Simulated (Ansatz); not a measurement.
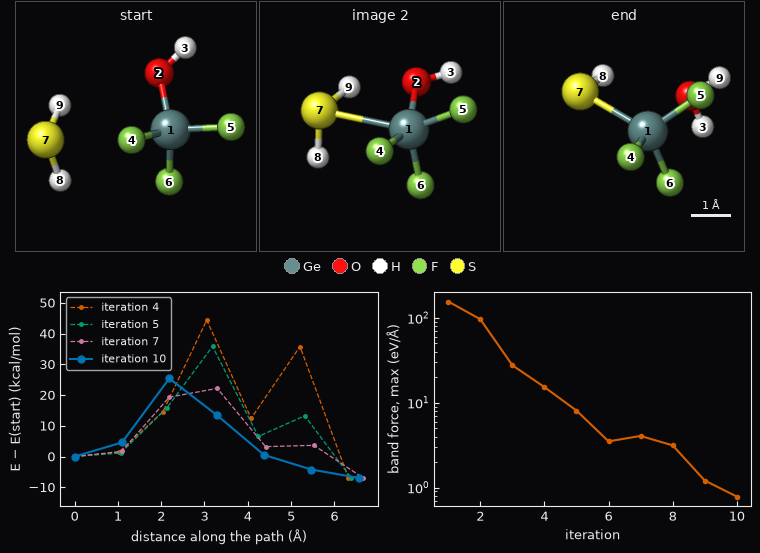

NEB run on GeH₃SOF₃, made up at the start of GeHOF$_{3}$ and H2S. Images are numbered from 0 (start) to 6 (end). The plot follows the band through its iterations. The picture is a ball-and-stick view, seen from a free direction.

Computed with RHF/def2-SVP in Ansatz 0.2.0. Set-up: 5 movable images; climbing image; force threshold 0.05 eV/Å; iteration limit 10; starting path through a guess of the saddle point.

Did the band converge, and can the barrier be trusted?

Answer. The result isn't final. The band hadn't converged when the run stopped after 10 iterations. The largest component of the band force went from 160 to 0.78 eV/Å. The barrier read from it is provisional: over the last two iterations the highest image moved from 21.7 kcal/mol to 25.4 kcal/mol. The iteration limit was low. The first iteration put the highest image at 701.8 kcal/mol. Forward barrier 25.4 kcal/mol, backward barrier 32.4 kcal/mol, with image 2 at the top; the reaction energy is −7.0 kcal/mol.

Limits of the set-up: the start holds two separate molecules, 3.1 Å apart at their closest, whose relative position is a soft coordinate and is computed without a dispersion correction; Hartree-Fock leaves out electron correlation.

Cost: 110 s on 2 threads of Arm Neoverse V1, on a shared host, peak memory 0.31 GiB.
